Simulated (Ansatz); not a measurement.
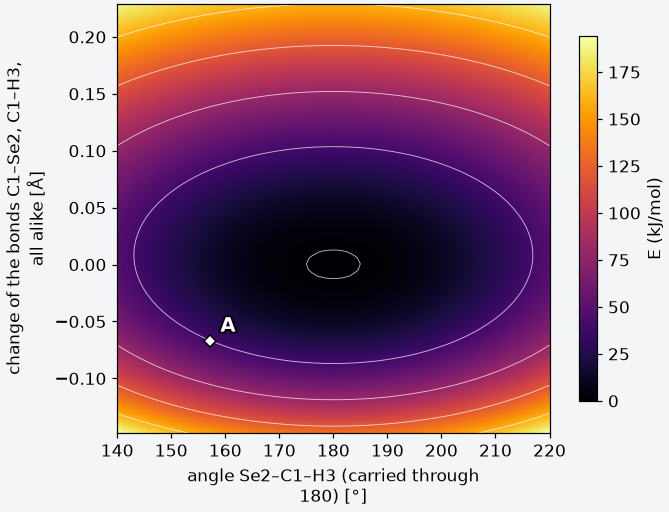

CHSe, SMILES [CH+]=[Se], charge +1. 
- The first coordinate is: angle Se2–C1–H3 (carried through 180); the second: change of the bonds C1–Se2, C1–H3, all alike.
- Nothing is relaxed (all other coordinates rigid).
- Grid: 15 × 15 points; 120 points were computed and 105 follow by symmetry.
- Points are written as (first, second).
- Energies are in kJ/mol, from the lowest grid point.
- Theory: RKS PBE0-D4/def2-TZVP (Ansatz 0.2.0).

In the figure: a smooth colour map with a few white contour lines, the point A. Between grid points the surface is interpolated.

### Which way does the force act at A, and how strong is it?

A, at (157.1°, −0.067 Å), is not a stationary point. The computed force is 1.6 kJ/mol for each degree towards larger values of the first coordinate and 770 kJ/mol for each Å towards larger values of the second coordinate.
